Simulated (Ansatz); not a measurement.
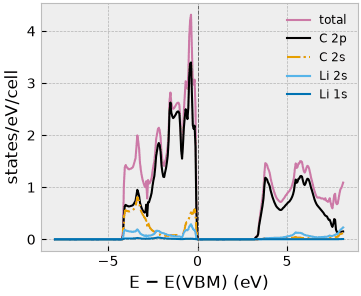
Figure. Total and projected density of states of LiC in space group Immm (No. 71; Li on 4j, C on 4g), plane-wave PAW PBEsol (Ansatz code)

Problem. Which orbitals carry the states next to the gap?

Solution. Top 1 eV of the valence band: C 2p 80 %, C 2s 11 %, Li 2s 6 %. Bottom 1 eV of the conduction band: C 2p 81 %, outside the projected shells 16 %. Projections are on Löwdin-orthogonalised atomic valence shells; empty p or d shells of many metals are not among them.

Problem. Where is the tallest occupied peak in this window, and what makes it?

Solution. Near -0.4 eV, about 4.3 states/eV per cell; the largest projected share is C 2p.

The workflow started from a Materials Project entry (that database holds measured and hypothetical structures alike); the Crystallography Open Database files this formula in space group No. 71, but the cells were not matched. Whether it is the stable phase at ambient conditions was not checked. Symmetry was held in the PBEsol relaxation; whether a distortion lowers the energy is not shown.

Potentials: the later of the program's two PAW sets.
